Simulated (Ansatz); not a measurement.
The parent structure is ZrO$_{2}$ in the fluorite structure (space group Fm-3m, No. 225; a = 5.0641 Å).

The same geometry is solved again with PBEsol+SOC.

Levels (all Ansatz, a program for electronic structure, PAW): PBEsol+SOC (420 eV, with spin-orbit coupling); PBEsol (420 eV, no spin-orbit coupling).

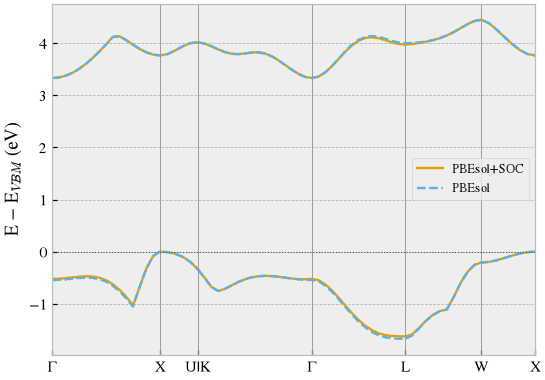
Figure: Highest valence and lowest conduction band along the path, each from its own valence-band maximum

Question: From the figure, how large is the PBEsol+SOC gap, and is it direct?

Answer: About 3.3 eV, indirect, X → Γ.

Single points use the geometry relaxed with PBEsol. Differences between runs with and without spin-orbit coupling are approximate. Whether these cells are dynamically stable was not tested. This is not the structure that ZrO2 has at room temperature and ambient pressure.
